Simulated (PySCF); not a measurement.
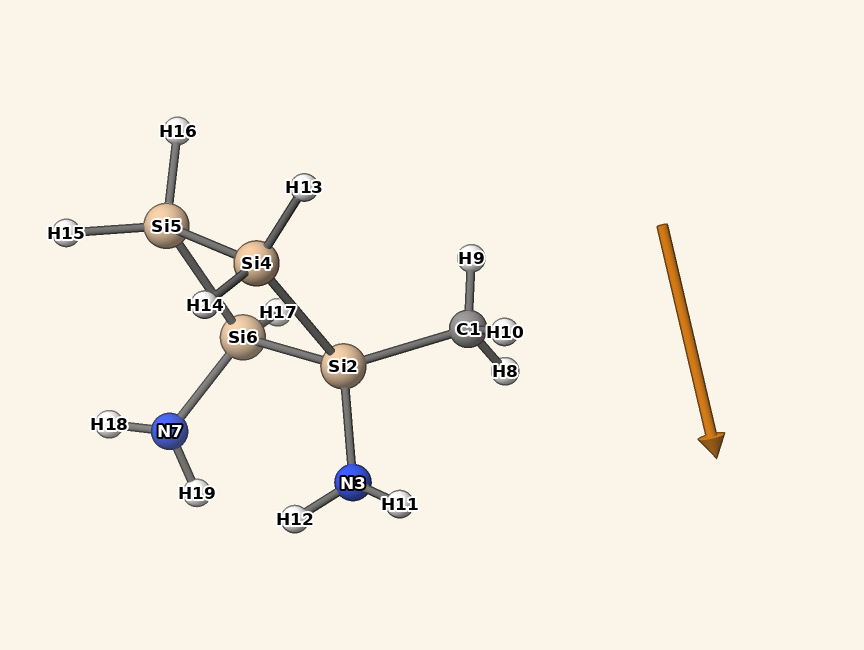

The arrow beside the molecule shows the direction of the dipole moment, from the negative to the positive end (its length means nothing). The computed structure is the end point of a GFN2-xTB optimisation. No frequency run is at hand to confirm it as a minimum. Level of theory: PBE0/pcSseg-1, gas phase (PySCF 2.14.0).

> How large is the dipole moment?

2.16 D; it points from the side of H16 to the side of H11, H12 (the outermost atoms at the two ends).

The geometry is semi-empirical. Around Si such bond lengths and angles can be off by a tenth of an ångström or more and by several degrees, and values that hang on the shape move with them.
